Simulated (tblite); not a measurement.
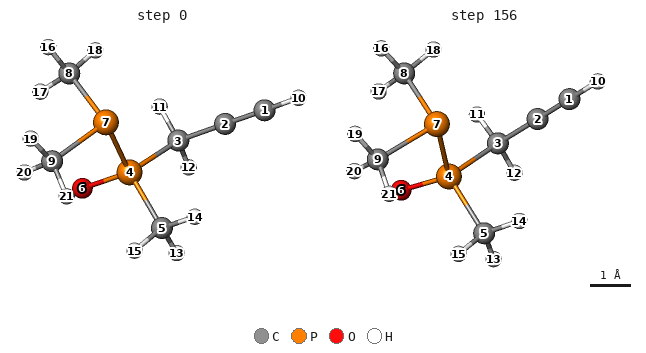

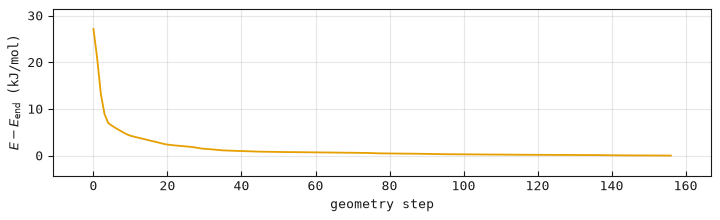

First and last geometry of a relaxation of C6H12OP2, with the history of the run. A ball-and-stick model, seen at a tilt.

The calculation used GFN2-xTB geometry optimisation, gas phase in tblite. 

### What do the curves and the structures tell?

It converged. After 156 geometry steps the energy has fallen by 27.1 kJ/mol. The largest move after the best rigid fit is that of H10, 0.78 Å. Largest moves by element: H 0.78 Å, C 0.57 Å, P 0.24 Å, O 0.12 Å. Near-neighbour distances that change, for instance: P4–P7 2.147 → 2.218 Å, C3–P4 1.802 → 1.855 Å, P4–C5 1.796 → 1.835 Å, P4–O6 1.501 → 1.476 Å. Among the angles between lasting bonds that change: P4–P7–C9 99.6° → 93.1°, P4–P7–C8 99.4° → 93.2°, O6–P4–P7 109.5° → 115.2°.

```csv
step,"E − E(0), kJ/mol"
0,0.00
1,-6.22
2,-13.93
3,-18.26
4,-20.17
5,-20.72
6,-21.23
7,-21.68
8,-22.13
9,-22.56
10,-22.88
18,-24.43
25,-25.16
33,-25.88
41,-26.17
48,-26.33
56,-26.40
64,-26.49
71,-26.53
79,-26.67
87,-26.73
95,-26.83
102,-26.86
110,-26.91
118,-26.95
125,-26.97
133,-26.99
141,-27.07
148,-27.10
156,-27.13
```
